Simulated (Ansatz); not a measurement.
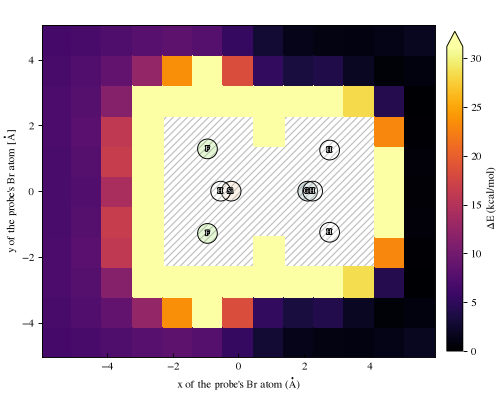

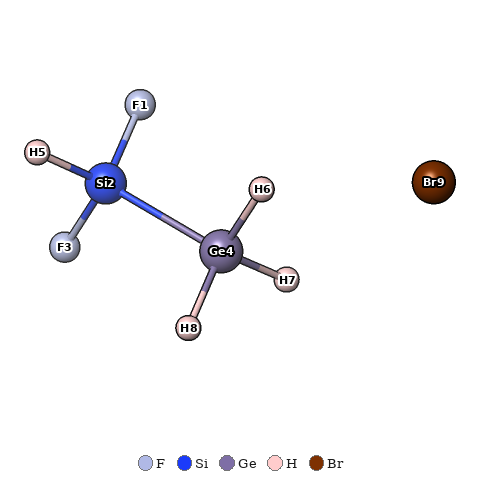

Energy landscape of F₂GeH₄Si (SMILES F[SiH](F)[GeH3]) with the probe Br-. The probe is moved over the molecule's main plane. First axis: x of the probe's Br atom. Second axis: y of the probe's Br atom. Nothing is relaxed (molecule and probe rigid). Grid: 13 × 11 points. At 33 points there is no value (left out of the scan, as a rule where atoms come close). Points are written as (first, second). All energies are given in kcal/mol relative to the lowest grid point. Energies and slopes of some neighbouring points disagree (a jump in structure or state, or too coarse a mesh). The calculation used Ansatz 0.2.0, RHF/def2-SVPD.

Drawn: one coloured cell a grid point, labelled circles for the molecule's atoms, projected on the plane, one colour for all values above the top of the scale, hatched blanks where no value was computed. The second picture is the structure at the lowest point.

Q: What does the map say about the system?

A: The lowest grid point is at (5.52 Å, 2.76 Å) [nearest 1 H at 3.17 Å]. It lies at the edge of the scanned range, so the true minimum may lie outside. The highest grid point, (−0.92 Å, −2.76 Å) [nearest 1 F at 1.49 Å], lies 316 kcal/mol above the lowest.

The values on the grid:

```csv
"y of the probe's Br atom ↓, x of the probe's Br atom →",−5.52,−4.60,−3.68,−2.76,−1.84,−0.92,0.00,0.92,1.84,2.76,3.68,4.60,5.52
4.60,6,7,7,8,8,8,5,3,1,1,1,1,2
3.68,7,7,9,12,23,32,18,5,3,4,2,0,1
2.76,7,8,11,38,178,316,168,39,47,63,28,4,0
1.84,7,8,16,115,–,–,–,222,–,–,–,23,0
0.92,7,8,16,139,–,–,–,–,–,–,–,45,1
0.00,7,7,14,96,–,–,–,–,–,–,–,48,0
−0.92,7,8,16,139,–,–,–,–,–,–,–,45,1
−1.84,7,8,16,115,–,–,–,222,–,–,–,23,0
−2.76,7,8,11,38,178,316,168,39,48,64,28,4,0
−3.68,7,7,9,12,23,32,18,5,3,4,2,0,1
−4.60,6,7,7,8,8,8,5,3,1,1,1,1,2
```

Time for the 110 points that were run: 45 min on 1 thread of Arm Neoverse N1, with other jobs on the host.
